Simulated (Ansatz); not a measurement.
# CHFGaN: shift of H5 from Ga3 to C2, part 2 of 2

Wanted: the energy profile along the shift of H5 from Ga3 to C2, from relaxed end points and a band of images. SMILES of the start: N#[C][GaH][F].

Ansatz 0.2.0; UKS B3LYP-D4/def2-SVP.

### 9 A trajectory let go at the top

It starts at the highest inner image of the first converged band: 200 steps of 0.5 fs at constant energy, with velocities drawn for 300 K.

Input file input.yaml:

```yaml
crystal:
  periodic: [false, false, false]
  atoms:
    - { symbol: "N", position_ang: [1.53138, -0.598176, 1.138818] }
    - { symbol: C, position_ang: [0.523156, -0.919642, 0.609245] }
    - { symbol: Ga, position_ang: [-0.643598, 0.701006, -0.652515] }
    - { symbol: F, position_ang: [-2.106546, 0.079117, -1.3704] }
    - { symbol: H, position_ang: [0.745509, 0.663995, 0.233452] }
magnetization:
  spin_polarized: true
basis:
  gaussian: { orbitals: def2-SVP }
hamiltonian:
  xc: b3lyp
  dispersion: d4
md:
  timestep: 0.5
  n_steps: 200
  ensemble: nve
  temperature: 300.0
  initial_velocities: maxwell_boltzmann
  seed: 5689
```

Run with:

```bash
ansatz run input.yaml --threads 2 --pin off --max-ram 3072MiB --backend cpu --events-out ev --progress --plain --runs-dir out
```

Log (excerpt; [...] marks lines left out):

```text
Warning: RAYON_NUM_THREADS=2 ignored (pool sized by the plan → 2); use --threads N
[...]
Functional definition: B3LYP
[...]
859 factors; integrals over basis functions are off by at most 2.9e-4 eV
[...]
mean field -57626.13060679 eV, -2117.7212394055 hartree, gradient 4.4e-5 eV, S^2 0.000000; 0 other end points of the search recorded, 0 dependent functions left out
[...]
md step    45: t =    22.50 fs  T =  4184.0 K  F+E_penalty+E_count = -57627.78120037 eV  E_kin = 1.622481 eV  conserved = -57626.15871928 eV  (37 SCF iters, 3 dispersion substeps)
[...]
md step    58: t =    29.00 fs  T =  4836.0 K  F+E_penalty+E_count = -57628.03448203 eV  E_kin = 1.875290 eV  conserved = -57626.15919197 eV  (34 SCF iters, 3 dispersion substeps)
md step    59: t =    29.50 fs  T =  4530.8 K  F+E_penalty+E_count = -57627.91518804 eV  E_kin = 1.756944 eV  conserved = -57626.15824444 eV  (33 SCF iters, 3 dispersion substeps)
```

### 10 The log goes on: dynamics from the highest image of the converged band

Output, continued (excerpt; [...] marks lines left out):

```text
md step    60: t =    30.00 fs  T =  4278.7 K  F+E_penalty+E_count = -57627.81680313 eV  E_kin = 1.659183 eV  conserved = -57626.15761987 eV  (35 SCF iters, 3 dispersion substeps)
[...]
md step    79: t =    39.50 fs  T =  2641.0 K  F+E_penalty+E_count = -57627.18173645 eV  E_kin = 1.024119 eV  conserved = -57626.15761753 eV  (33 SCF iters, 3 dispersion substeps)
[...]
md step   117: t =    58.50 fs  T =  6819.4 K  F+E_penalty+E_count = -57628.80490612 eV  E_kin = 2.644413 eV  conserved = -57626.16049294 eV  (33 SCF iters, 5 dispersion substeps)
[...]
md step   136: t =    68.00 fs  T =  2684.9 K  F+E_penalty+E_count = -57627.19801773 eV  E_kin = 1.041161 eV  conserved = -57626.15685634 eV  (36 SCF iters, 5 dispersion substeps)
md step   137: t =    68.50 fs  T =  2531.1 K  F+E_penalty+E_count = -57627.13831016 eV  E_kin = 0.981501 eV  conserved = -57626.15680898 eV  (36 SCF iters, 5 dispersion substeps)
```

### 11 More of the same log: dynamics from the highest image of the converged band

Output, continued (excerpt; [...] marks lines left out):

```text
md step   138: t =    69.00 fs  T =  2409.2 K  F+E_penalty+E_count = -57627.09106894 eV  E_kin = 0.934224 eV  conserved = -57626.15684481 eV  (37 SCF iters, 5 dispersion substeps)
[...]
md step   153: t =    76.50 fs  T =  3045.6 K  F+E_penalty+E_count = -57627.33905651 eV  E_kin = 1.181028 eV  conserved = -57626.15802806 eV  (34 SCF iters, 5 dispersion substeps)
[...]
Atom 1 at     1.663961    -1.680358     1.978292 Å, force    -0.325602     0.738677    -1.517310 eV/Å
Atom 2 at    -0.925869     0.894749    -0.864006 Å, force     0.286315     0.131431     0.148174 eV/Å
Atom 3 at    -2.367394     0.152137    -1.584292 Å, force    -0.252562    -0.143125    -0.126535 eV/Å
Atom 4 at     2.881849    -0.925013     1.939573 Å, force     1.851664     0.788824     0.533585 eV/Å
Dipole moment:     0.592177     0.227954     0.277370 e Å
```

It took 6.4 min on 2 threads of Intel Xeon 6975P-C (Granite Rapids), shared host; peak memory 0.26 GiB.

### 12 Frames and traces

One step in 8; energies are changes from step 0:

| time (fs) | T (K) | potential energy change (meV/atom) | total energy change (meV/atom) | H5–Ga3 (Å) | H5–C2 (Å) |
| --- | --- | --- | --- | --- | --- |
| 0.0 | 300 | 0.0 | 0.00 | 1.65 | 1.64 |
| 4.0 | 316 | -1.2 | 0.03 | 1.68 | 1.55 |
| 8.0 | 588 | -22.3 | 0.03 | 1.77 | 1.43 |
| 12.0 | 1171 | -67.7 | -0.17 | 2.00 | 1.26 |
| 16.0 | 2112 | -140.5 | 0.00 | 2.32 | 1.39 |
| 20.0 | 3127 | -219.2 | 0.04 | 2.70 | 1.91 |
| 24.0 | 5204 | -381.0 | -0.67 | 3.27 | 2.13 |
| 28.0 | 5435 | -399.0 | -0.72 | 3.89 | 2.25 |
| 32.0 | 4111 | -295.6 | -0.12 | 4.22 | 2.15 |
| 36.0 | 3751 | -267.5 | 0.17 | 4.09 | 1.66 |
| 40.0 | 2490 | -169.8 | 0.08 | 4.13 | 1.39 |
| 44.0 | 2019 | -133.3 | 0.03 | 4.15 | 1.21 |
| 48.0 | 2649 | -182.1 | 0.15 | 4.17 | 1.12 |
| 52.0 | 4650 | -337.6 | -0.21 | 4.24 | 1.19 |
| 56.0 | 6391 | -472.9 | -0.43 | 4.02 | 1.21 |
| 60.0 | 6549 | -485.2 | -0.49 | 3.51 | 1.21 |
| 64.0 | 4647 | -337.3 | -0.17 | 3.03 | 1.17 |
| 68.0 | 2685 | -184.8 | 0.18 | 2.87 | 1.13 |
| 72.0 | 2179 | -145.6 | 0.10 | 2.84 | 1.23 |
| 76.0 | 2893 | -201.1 | 0.00 | 2.89 | 1.37 |
| 80.0 | 4130 | -297.1 | -0.06 | 3.00 | 1.68 |
| 84.0 | 4459 | -322.6 | -0.04 | 3.20 | 2.15 |
| 88.0 | 5876 | -433.0 | -0.55 | 3.77 | 2.25 |
| 92.0 | 5479 | -402.1 | -0.44 | 4.45 | 2.15 |
| 96.0 | 4087 | -293.8 | -0.12 | 4.91 | 1.90 |
| 100.0 | 3248 | -228.5 | 0.10 | 5.07 | 1.43 |

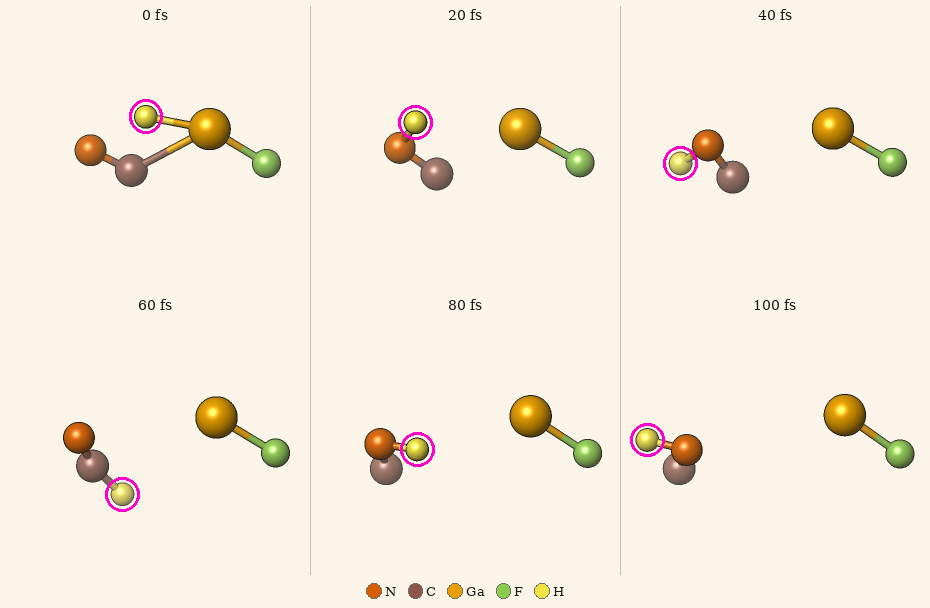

The system at six times, viewed from a chosen angle. Sticks join atoms within a bonding distance in each frame.

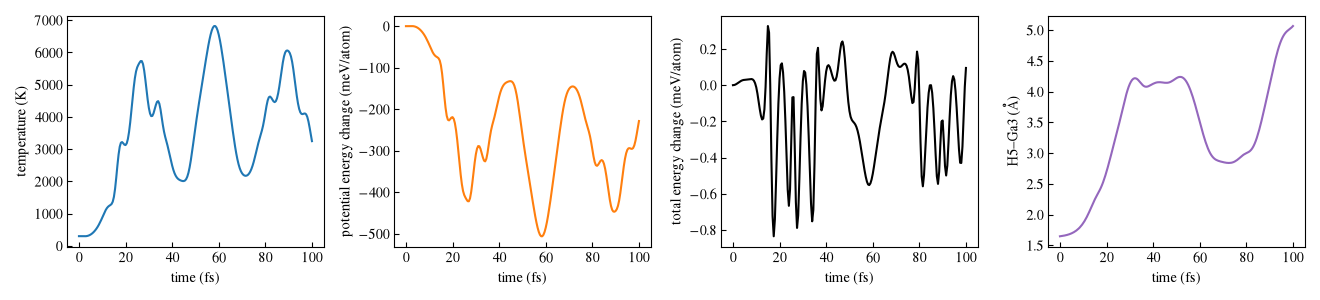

Time series of the run, each on its own scale.

Bonds that form or break, judged by distance (formed within 1.15 times the sum of covalent radii and held on average over 12 fs, broken when stretched by half; pairs already stretched at the start don't count as bonds):

| time (fs) | bond | event |
| --- | --- | --- |
| 13.0 | N1–H5 | forms |
| 16.0 | Ga3–H5 | breaks |
| 44.5 | C2–H5 | forms |
| 48.5 | N1–H5 | breaks |
| 77.0 | N1–H5 | forms |
| 80.0 | C2–H5 | breaks |

The last frame stands with a bonding of neither end.

### 13 Dynamics from the top

It starts at the highest inner image of the first converged band: 200 steps of 0.5 fs at constant energy, with velocities drawn for 100 K.

Changes to input.yaml since step 9:

```diff
@@ -19,4 +19,4 @@
   ensemble: nve
-  temperature: 300.0
+  temperature: 100.0
   initial_velocities: maxwell_boltzmann
-  seed: 5689
+  seed: 5690
```

Run with:

```bash
ansatz run input.yaml --threads 2 --pin off --max-ram 3072MiB --backend cpu --events-out ev --progress --plain --runs-dir out
```

Log (excerpt; [...] marks lines left out):

```text
Warning: RAYON_NUM_THREADS=2 ignored (pool sized by the plan → 2); use --threads N
[...]
Functional definition: B3LYP
[...]
859 factors; integrals over basis functions are off by at most 2.9e-4 eV
[...]
mean field -57626.13060679 eV, -2117.7212394055 hartree, gradient 4.4e-5 eV, S^2 0.000000; 0 other end points of the search recorded, 0 dependent functions left out
[...]
md step    75: t =    37.50 fs  T =  4779.4 K  F+E_penalty+E_count = -57628.08972630 eV  E_kin = 1.853352 eV  conserved = -57626.23637473 eV  (36 SCF iters, 3 dispersion substeps)
[...]
md step    99: t =    49.50 fs  T =  3421.2 K  F+E_penalty+E_count = -57627.56261634 eV  E_kin = 1.326691 eV  conserved = -57626.23592513 eV  (34 SCF iters, 3 dispersion substeps)
md step   100: t =    50.00 fs  T =  3245.3 K  F+E_penalty+E_count = -57627.49423479 eV  E_kin = 1.258470 eV  conserved = -57626.23576497 eV  (34 SCF iters, 3 dispersion substeps)
```

### 14 The log goes on: dynamics from the highest image of the converged band

The log, continued (excerpt; [...] marks lines left out):

```text
md step   101: t =    50.50 fs  T =  3063.6 K  F+E_penalty+E_count = -57627.42358455 eV  E_kin = 1.187984 eV  conserved = -57626.23560022 eV  (34 SCF iters, 3 dispersion substeps)
[...]
md step   126: t =    63.00 fs  T =  2219.8 K  F+E_penalty+E_count = -57627.09547186 eV  E_kin = 0.860781 eV  conserved = -57626.23469083 eV  (37 SCF iters, 3 dispersion substeps)
[...]
Atom 1 at     1.202576    -1.702410     1.320845 Å, force     0.244384    -0.030158     0.542503 eV/Å
Atom 2 at    -0.837355     0.949856    -0.881943 Å, force    -0.266635    -0.281189    -0.054730 eV/Å
Atom 3 at    -2.214566    -0.134584    -1.278068 Å, force     0.263316     0.250994     0.068020 eV/Å
Atom 4 at     1.848727    -0.309957     0.536588 Å, force     0.669369    -0.444115     1.925457 eV/Å
Dipole moment:     0.345719     0.529874    -0.178662 e Å
```

It took 6.5 min on 2 threads of Intel Xeon 6975P-C (Granite Rapids), shared host; peak memory 0.27 GiB.

### 15 What the atoms did

One step in 8; energies are changes from step 0:

| time (fs) | T (K) | potential energy change (meV/atom) | total energy change (meV/atom) | H5–Ga3 (Å) | H5–C2 (Å) |
| --- | --- | --- | --- | --- | --- |
| 0.0 | 100 | 0.0 | 0.00 | 1.65 | 1.64 |
| 4.0 | 71 | 2.3 | 0.02 | 1.67 | 1.63 |
| 8.0 | 77 | 1.8 | 0.00 | 1.69 | 1.60 |
| 12.0 | 59 | 3.2 | 0.02 | 1.69 | 1.55 |
| 16.0 | 111 | -0.9 | 0.01 | 1.69 | 1.48 |
| 20.0 | 252 | -11.7 | 0.03 | 1.76 | 1.37 |
| 24.0 | 582 | -37.3 | 0.01 | 1.92 | 1.24 |
| 28.0 | 1533 | -111.1 | 0.05 | 2.21 | 1.28 |
| 32.0 | 3537 | -266.9 | -0.27 | 2.64 | 1.68 |
| 36.0 | 4429 | -336.0 | -0.19 | 3.27 | 2.14 |
| 40.0 | 5419 | -412.9 | -0.36 | 3.84 | 2.27 |
| 44.0 | 4975 | -378.3 | -0.20 | 4.19 | 2.11 |
| 48.0 | 3885 | -293.7 | -0.18 | 4.25 | 1.79 |
| 52.0 | 2514 | -187.2 | 0.02 | 4.11 | 1.39 |
| 56.0 | 1794 | -131.3 | 0.09 | 4.06 | 1.17 |
| 60.0 | 1722 | -125.8 | 0.03 | 4.22 | 1.24 |
| 64.0 | 2779 | -207.8 | -0.04 | 4.21 | 1.20 |
| 68.0 | 5157 | -392.4 | -0.14 | 4.00 | 1.08 |
| 72.0 | 5604 | -427.3 | -0.37 | 3.74 | 1.30 |
| 76.0 | 5795 | -442.1 | -0.48 | 3.23 | 1.27 |
| 80.0 | 4622 | -350.4 | 0.23 | 2.82 | 1.06 |
| 84.0 | 2372 | -176.1 | 0.10 | 2.61 | 1.23 |
| 88.0 | 1861 | -136.6 | -0.03 | 2.70 | 1.25 |
| 92.0 | 1846 | -135.2 | 0.17 | 2.96 | 1.14 |
| 96.0 | 2665 | -199.0 | -0.06 | 3.07 | 1.38 |
| 100.0 | 3725 | -281.2 | -0.02 | 3.29 | 1.72 |

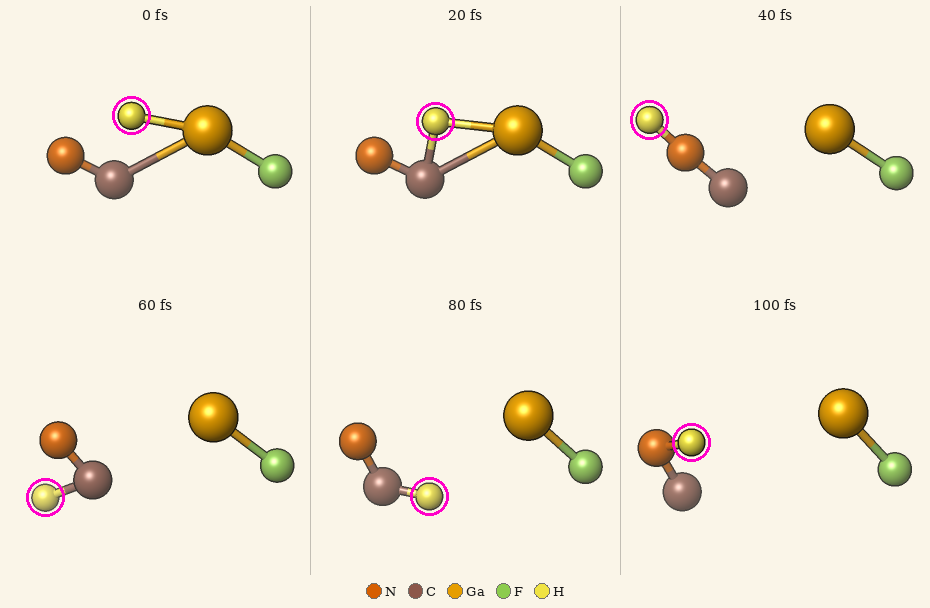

The system at six times, viewed from a chosen angle. Sticks join atoms within a bonding distance in each frame.

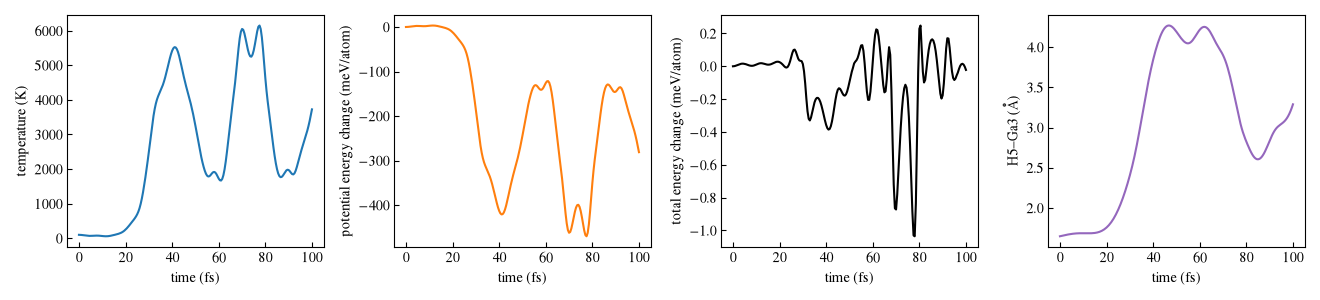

Time series of the run, each on its own scale.

Bonds that form or break, judged by distance (formed within 1.15 times the sum of covalent radii and held on average over 12 fs, broken when stretched by half; pairs already stretched at the start don't count as bonds):

| time (fs) | bond | event |
| --- | --- | --- |
| 28.0 | N1–H5 | forms |
| 29.0 | Ga3–H5 | breaks |
| 55.0 | C2–H5 | forms |
| 62.0 | N1–H5 | breaks |
| 99.5 | C2–H5 | breaks |

The last frame stands with a bonding of neither end.

### 16 Outcome

The summary covers parts 1 to 2.

| quantity | value |
| --- | --- |
| end A | 7 moves, 4.709 eV lower |
| end B | 40 moves, 7.080 eV lower |
| barrier forwards | 2.87 eV |
| barrier backwards | 3.18 eV |
| second end relative to first | -0.310 eV |
| highest image | 2 of 0 to 8, climbing |
| band iterations | 56 |
| pieces at the ends | CHFGaN → CHN + FGa |
| imaginary modes at the top | 1017i cm⁻¹ |
| trajectory at 300 K, after 100 fs | with a bonding of neither end, at 3248 K |
| trajectory at 100 K, after 100 fs | with a bonding of neither end, at 3725 K |

In words: The top lies 2.87 eV above the first end, or 111 kT at room temperature. The second end lies 0.31 eV below the first, so the way back costs 3.18 eV. By distance, end A alone has C2–Ga3, Ga3–H5 and end B alone has C2–H5. One imaginary mode, as a first-order saddle point has. Zero-point energy and entropy are left out. Tunnelling, which matters where hydrogen moves, is missing too.
